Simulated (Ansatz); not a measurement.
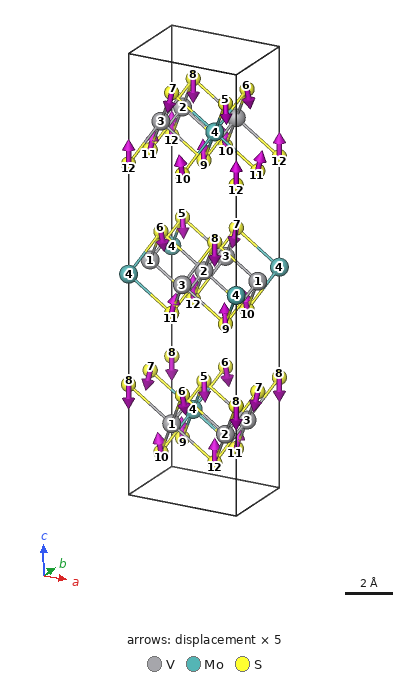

A relaxation of a crystal of V₃MoS₈ (a generated structure, set up in R-3m) (coarse preliminary run). The starting structure is drawn; purple arrows show the displacements (the part carried along by the change of the cell is left out), 5 times their true length.

The picture is a ball-and-stick view of the conventional cell (3 times the calculation's cell), seen slightly off an axis. Lengths and directions refer to the drawn axes.

All numbers below come from DFT PBE, scalar-relativistic, plane waves, PAW in Ansatz 0.2.0. Set-up: plane-wave cutoff 420 eV; k-point mesh 3 × 3 × 3; occupations gaussian; smearing width 0.1 eV; collinear spin; cell and atoms relaxed; force threshold 0.04 eV/Å; at most 70 steps.

### Atoms of which element are displaced furthest, and by how much?

Sulfur: up to 0.22 Å, against 0.00 Å for vanadium.

### What happened in the run?

Over 5 accepted moves (6 points after the start) the energy falls by 150 meV per atom. The largest force component goes from 2 to 0.015 eV/Å. Pressure: −12.04 GPa at the start and 0.11 GPa at the end. At 1 point the geometry stayed and the basis and grid were re-selected for the new cell (energy shift of less than 0.05 meV per atom at most each time). The largest moves relative to the cell, 0.22 Å, are those of S8 and S12. S12 goes along +c. V and Mo stay in place. The volume changes by −3.9 %, with a = b 6.676 → 6.387 Å (−4.3 %), c 19.311 → 20.274 Å (+5.0 %). Some distances before and after: V1–S10 2.511 → 2.364 Å, Mo4–S10 2.511 → 2.411 Å. The space group stays R-3m (No. 166). The program noted that the starting moments weren't kept. Cost: 4.8 min on 1 thread of Intel(R) Xeon(R) Platinum 8259CL CPU @ 2.50GHz (Skylake/Cascade Lake), with other jobs on the host, peak memory 0.84 GiB.
